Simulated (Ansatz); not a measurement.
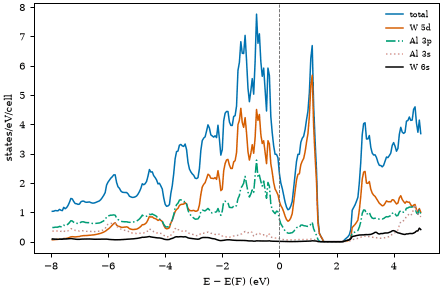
Figure: Total and projected density of states of Al2W in space group Fddd (No. 70; Al on 16f, W on 8b), plane-wave PAW r²SCAN (Ansatz code)

### Question
Which orbitals carry the states next to the Fermi level?

### Answer
Within 0.5 eV of the Fermi level: W 5d 61 %, Al 3p 31 %. Projections are on Löwdin-orthogonalised atomic valence shells; empty p or d shells of many metals are not among them.

### Question
Where is the tallest occupied peak in this window, and what makes it?

### Answer
Near -0.8 eV, about 7.8 states/eV per cell; the largest projected share is W 5d.

The start of the workflow was typed in or built on a structure type; neither database checked (COD, Materials Project) lists it. Its standing as an ambient phase is unchecked. The r²SCAN relaxation kept the symmetry of its start; whether a distortion lowers the energy is not shown. The run is not spin-polarised. Scalar-relativistic: spin–orbit coupling is off unless named, which matters more the heavier the elements.

Potentials: the later of the program's two PAW sets.
